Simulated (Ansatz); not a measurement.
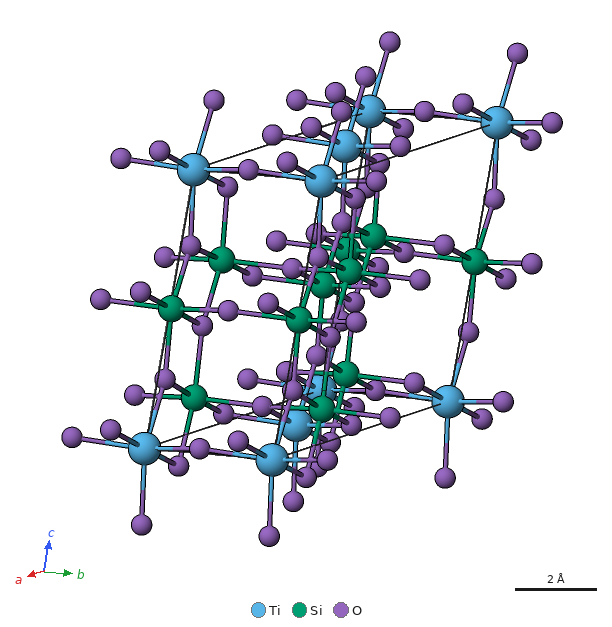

The image is a ball-and-stick drawing of a crystal, viewed slightly off an axis. The parallelepiped is the conventional unit cell. Some atoms of the next cells are drawn as well.

TiSi₃O₈, space group Cm (No. 8), a = 9.469 Å, b = 3.557 Å, c = 7.107 Å, α = 90.00°, β = 111.78°, γ = 90.00°. Starting structure: a structure type filled with these elements by a generator (whether the compound takes this form wasn't checked). Earlier steps of the study may have refined or changed the cell and positions. It was the input of a calculation with Ansatz.

This one geometry was computed with Ansatz (DFT, plane waves, PAW) at four levels of theory: PBE0, HSE06, r2SCAN and PBE. It was relaxed beforehand with r2SCAN.

### Which level gives the highest pressure at this volume, and what does that say about its equilibrium volume?

Highest: PBE (7.5 GPa), which points to the largest equilibrium volume. Lowest, with the smallest volume: PBE0 (-1.9 GPa) and HSE06 (-1.8 GPa). Levels within 0.5 GPa of each other can't be told apart.

### How does the band gap change with the level of theory?

PBE: a gap of 2.90 eV, indirect; r2SCAN: a gap of 3.26 eV, indirect; HSE06: a gap of 4.54 eV, indirect; PBE0: a gap of 5.31 eV, indirect.

### Collect the results in a table.

| level | cutoff (eV) | k-mesh of the run's cell | gap (eV) | pressure (GPa) |
| --- | --- | --- | --- | --- |
| PBE0 | 420 | 4×4×2 | 5.31 | -1.9 |
| HSE06 | 420 | 4×4×2 | 4.54 | -1.8 |
| r2SCAN | 500 | 8×8×4 | 3.26 | 0.0 |
| PBE | 420 | 8×8×4 | 2.90 | 7.5 |

Gaps are taken on the k-mesh or band path of each run.
